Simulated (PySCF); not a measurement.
# Cl⁻: dipole response in dyall-av3z

How polarisable is Cl⁻ at the levels listed below?

The numbers are computed with PySCF 2.14.0 (unrestricted determinants in a Gaussian basis, no spin-orbit coupling in the energies), except any that are marked as measured or tabulated.

## (1) Starting point

```
Element     : chlorine (Z = 17)
Basis       : dyall-av3z (19s12p3d2f, 84 functions)
Hamiltonian : no relativity, point nucleus
State 1     : Cl⁻: [Ar], closed-shell 1S
Methods     : UHF, PBE, PBE0, LC-wPBE, MN15
```

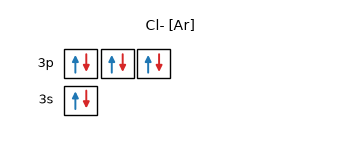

Occupation of the outer shells (arrows by Hund's rule).

One driver process ran all states and methods and kept the integrals in memory. Each run is shown as a PySCF script that sums up its settings (the driver passes frozen orbitals as a list and adds second-order terms of double hybrids); the logs are those of the runs themselves. The driver starts from symmetry-adapted Hartree-Fock orbitals, holds the occupation by maximum overlap and uses a logarithmic radial grid for functionals, so a plain start would take other cycles.

The integrals over 84 functions and the set-up took 0.68 s of CPU time.

## (2) Cl⁻, method by method

**UHF**

input.py reads:

```python
from pyscf import gto, scf, dft, mp, cc
import basis_set_exchange as bse
mol = gto.M(atom="Cl 0 0 0", charge=-1, spin=0, symmetry="D2h",
            basis=gto.basis.parse(bse.get_basis("dyall-av3z", elements=["Cl"], fmt="nwchem")))
mf = scf.UHF(mol)
mf.irrep_nelec = {'Ag': (3, 3), 'B1u': (2, 2), 'B2u': (2, 2), 'B3u': (2, 2)}
mf.kernel()
```

The log of the run:

```text
damping factor = 0
level_shift factor = 0
DIIS = <class 'pyscf.scf.diis.CDIIS'>
diis_start_cycle = 1
diis_space = 10
diis_damp = 0
SCF conv_tol = 1e-09
SCF conv_tol_grad = None
number electrons alpha = 9  beta = 9
cycle= 1 E= -459.576531740358  delta_E= -1.14e-11  |g|= 2.1e-06  |ddm|= 6.68e-06
converged SCF energy = -459.576531740358  <S^2> = 8.8817842e-15  2S+1 = 1
```

CPU time 11 s on a shared host, the integrals not counted.

Orbital energies by shell (radii are means over both spins):

```
shell  electrons  mean orbital energy (eV)  spread (eV)  rms radius (bohr)
   1s          2                   -2843.7            0              0.106
   2s          2                   -278.36            0              0.481
   2p          6                   -209.42            0              0.452
   3s          2                   -19.957            0               1.74
   3p          6                    -4.090            0               2.26
```

⟨S²⟩ = 0.000, ⟨L²⟩ = 0.00.

The driver then solved the coupled dipole response at imaginary frequencies: mean α = 26.35 bohr³, C₆ = 226.5 au for a like pair.

**PBE**

input.py, as changed from the run before:

```diff
@@ -4,3 +4,3 @@
             basis=gto.basis.parse(bse.get_basis("dyall-av3z", elements=["Cl"], fmt="nwchem")))
-mf = scf.UHF(mol)
+mf = dft.UKS(mol, xc="PBE")
 mf.irrep_nelec = {'Ag': (3, 3), 'B1u': (2, 2), 'B2u': (2, 2), 'B3u': (2, 2)}
```

The log of the run:

```text
damping factor = 0
level_shift factor = 0
DIIS = <class 'pyscf.scf.diis.CDIIS'>
diis_start_cycle = 1
diis_space = 10
diis_damp = 0
SCF conv_tol = 1e-09
SCF conv_tol_grad = None
number electrons alpha = 9  beta = 9
XC functionals = PBE
    J. P. Perdew, K. Burke, and M. Ernzerhof.,  Phys. Rev. Lett. 77, 3865 (1996)
    J. P. Perdew, K. Burke, and M. Ernzerhof.,  Phys. Rev. Lett. 78, 1396 (1997)
    J. P. Perdew, K. Burke, and M. Ernzerhof.,  Phys. Rev. Lett. 77, 3865 (1996)
    J. P. Perdew, K. Burke, and M. Ernzerhof.,  Phys. Rev. Lett. 78, 1396 (1997)
cycle= 1 E= -460.108163899088  delta_E= -0.0122  |g|= 0.0121  |ddm|= 0.154
cycle= 2 E= -460.108170187231  delta_E= -6.29e-06  |g|= 0.00614  |ddm|= 0.0142
cycle= 3 E= -460.108170793883  delta_E= -6.07e-07  |g|= 0.00573  |ddm|= 0.00925
cycle= 4 E= -460.108187423321  delta_E= -1.66e-05  |g|= 0.000216  |ddm|= 0.00457
cycle= 5 E= -460.108187450048  delta_E= -2.67e-08  |g|= 2.04e-05  |ddm|= 0.000203
cycle= 6 E= -460.108187450339  delta_E= -2.91e-10  |g|= 1.95e-06  |ddm|= 2.22e-05
converged SCF energy = -460.108187450339  <S^2> = 8.8817842e-15  2S+1 = 1
```

It used 1.4 s of CPU time after the integrals (shared host).

At PBE the highest occupied level has a positive energy, so only the finite basis holds that electron; in a density functional this comes from self-interaction and does not mean that the real anion is unbound.

**PBE0**

input.py, as changed from the run before:

```diff
@@ -4,3 +4,3 @@
             basis=gto.basis.parse(bse.get_basis("dyall-av3z", elements=["Cl"], fmt="nwchem")))
-mf = dft.UKS(mol, xc="PBE")
+mf = dft.UKS(mol, xc="PBE0")
 mf.irrep_nelec = {'Ag': (3, 3), 'B1u': (2, 2), 'B2u': (2, 2), 'B3u': (2, 2)}
```

The log of the run:

```text
damping factor = 0
level_shift factor = 0
DIIS = <class 'pyscf.scf.diis.CDIIS'>
diis_start_cycle = 1
diis_space = 10
diis_damp = 0
SCF conv_tol = 1e-09
SCF conv_tol_grad = None
number electrons alpha = 9  beta = 9
XC functionals = PBE0
    C. Adamo and V. Barone.,  J. Chem. Phys. 110, 6158 (1999)
    M. Ernzerhof and G. E. Scuseria.,  J. Chem. Phys. 110, 5029 (1999)
cycle= 1 E= -460.142425806646  delta_E= -0.00599  |g|= 0.0146  |ddm|= 0.0855
cycle= 2 E= -460.142403672157  delta_E= 2.21e-05  |g|= 0.0158  |ddm|= 0.0237
cycle= 3 E= -460.142525355219  delta_E= -0.000122  |g|= 0.00131  |ddm|= 0.0119
cycle= 4 E= -460.142525521314  delta_E= -1.66e-07  |g|= 0.000266  |ddm|= 0.000627
cycle= 5 E= -460.142525565879  delta_E= -4.46e-08  |g|= 7.29e-06  |ddm|= 0.000262
cycle= 6 E= -460.142525565925  delta_E= -4.6e-11  |g|= 1.78e-07  |ddm|= 2.58e-05
converged SCF energy = -460.142525565925  <S^2> = 7.1054274e-15  2S+1 = 1
```

It used 16 s of CPU time after the integrals (shared host).

The driver then solved the coupled dipole response at imaginary frequencies: mean α = 29.75 bohr³, C₆ = 262.3 au for a like pair.

**LC-wPBE**

input.py, as changed from the run before:

```diff
@@ -4,3 +4,3 @@
             basis=gto.basis.parse(bse.get_basis("dyall-av3z", elements=["Cl"], fmt="nwchem")))
-mf = dft.UKS(mol, xc="PBE0")
+mf = dft.UKS(mol, xc="LC_WPBE")
 mf.irrep_nelec = {'Ag': (3, 3), 'B1u': (2, 2), 'B2u': (2, 2), 'B3u': (2, 2)}
```

The log of the run:

```text
damping factor = 0
level_shift factor = 0
DIIS = <class 'pyscf.scf.diis.CDIIS'>
diis_start_cycle = 1
diis_space = 10
diis_damp = 0
SCF conv_tol = 1e-09
SCF conv_tol_grad = None
number electrons alpha = 9  beta = 9
XC functionals = LC_WPBE
    O. A. Vydrov and G. E. Scuseria.,  J. Chem. Phys. 125, 234109 (2006)
cycle= 1 E= -460.17247331532  delta_E= -0.0106  |g|= 0.0197  |ddm|= 0.0901
cycle= 2 E= -460.17259887038  delta_E= -0.000126  |g|= 0.0111  |ddm|= 0.0226
cycle= 3 E= -460.172641738075  delta_E= -4.29e-05  |g|= 0.00265  |ddm|= 0.00743
cycle= 4 E= -460.172643007388  delta_E= -1.27e-06  |g|= 0.00025  |ddm|= 0.00148
cycle= 5 E= -460.172643098558  delta_E= -9.12e-08  |g|= 6.28e-05  |ddm|= 0.000748
cycle= 6 E= -460.172643104324  delta_E= -5.77e-09  |g|= 6.21e-06  |ddm|= 0.000262
cycle= 7 E= -460.172643104409  delta_E= -8.56e-11  |g|= 8.17e-07  |ddm|= 3.84e-05
converged SCF energy = -460.172643104409  <S^2> = 1.7763568e-15  2S+1 = 1
```

It used 18 s of CPU time after the integrals (shared host).

The driver then solved the coupled dipole response at imaginary frequencies: mean α = 28.19 bohr³, C₆ = 246.4 au for a like pair.

**MN15**

input.py, as changed from the run before:

```diff
@@ -4,3 +4,3 @@
             basis=gto.basis.parse(bse.get_basis("dyall-av3z", elements=["Cl"], fmt="nwchem")))
-mf = dft.UKS(mol, xc="LC_WPBE")
+mf = dft.UKS(mol, xc="MN15")
 mf.irrep_nelec = {'Ag': (3, 3), 'B1u': (2, 2), 'B2u': (2, 2), 'B3u': (2, 2)}
```

The log of the run:

```text
damping factor = 0
level_shift factor = 0
DIIS = <class 'pyscf.scf.diis.CDIIS'>
diis_start_cycle = 1
diis_space = 10
diis_damp = 0
SCF conv_tol = 1e-09
SCF conv_tol_grad = None
number electrons alpha = 9  beta = 9
XC functionals = MN15
    H. S. Yu, X. He, S. L. Li, and D. G. Truhlar.,  Chem. Sci. 7, 5032-5051 (2016)
    H. S. Yu, X. He, S. L. Li, and D. G. Truhlar.,  Chem. Sci. 7, 5032-5051 (2016)
cycle= 1 E= -460.312846514078  delta_E= -0.15  |g|= 3.04  |ddm|= 0.207
cycle= 2 E= -460.314392944986  delta_E= -0.00155  |g|= 0.365  |ddm|= 0.0645
cycle= 3 E= -460.314761179703  delta_E= -0.000368  |g|= 0.0515  |ddm|= 0.0609
cycle= 4 E= -460.31549132378  delta_E= -0.00073  |g|= 0.00655  |ddm|= 0.0306
cycle= 5 E= -460.315504442844  delta_E= -1.31e-05  |g|= 0.000161  |ddm|= 0.00414
cycle= 6 E= -460.315504479258  delta_E= -3.64e-08  |g|= 0.000103  |ddm|= 0.000444
cycle= 7 E= -460.315504486199  delta_E= -6.94e-09  |g|= 7.6e-06  |ddm|= 0.000226
cycle= 8 E= -460.315504486354  delta_E= -1.56e-10  |g|= 8.79e-07  |ddm|= 5.04e-05
converged SCF energy = -460.315504486354  <S^2> = 7.1054274e-15  2S+1 = 1
```

CPU time 31 s on a shared host, the integrals not counted.

The driver then solved the coupled dipole response at imaginary frequencies: mean α = 29.53 bohr³, C₆ = 254.7 au for a like pair.

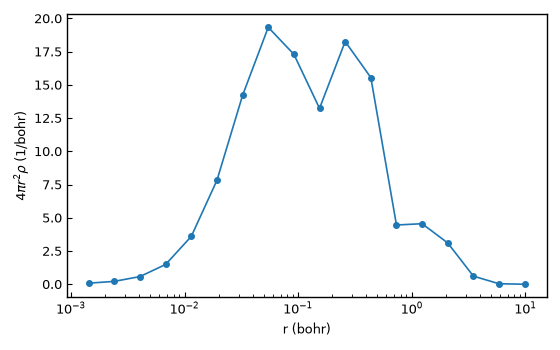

Radial density 4πr²ρ of Cl⁻ at UHF, at 18 stored radii joined by straight lines.

## (3) The response side by side

Cl⁻, in atomic units:

```
 method  mean α  C₆ (like pair)  S(−4)
    UHF   26.35           226.5  205.4
   PBE0   29.75           262.3  301.2
LC-wPBE   28.19           246.4  247.4
   MN15   29.53           254.7  307.0
```

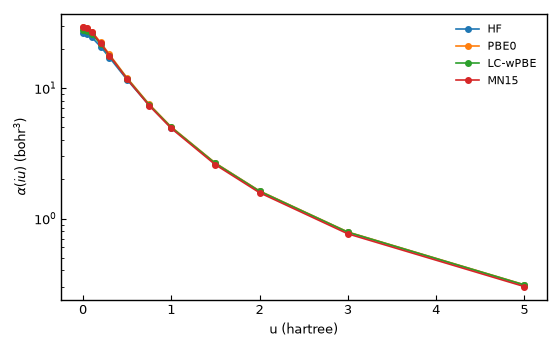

α(iu) of Cl⁻, the polarisability at imaginary frequency, on a logarithmic scale.

## (4) Results

| quantity | value |
| --- | --- |
| α of Cl⁻ | 26.35 (UHF) to 29.75 (PBE0) bohr³ |

What this shows: A single London oscillator with the computed α and C₆ of Cl⁻ at UHF would have ω = 4 C₆ / (3 α²) = 0.435 hartree. All values hold for this basis alone; no basis-set limit was taken.
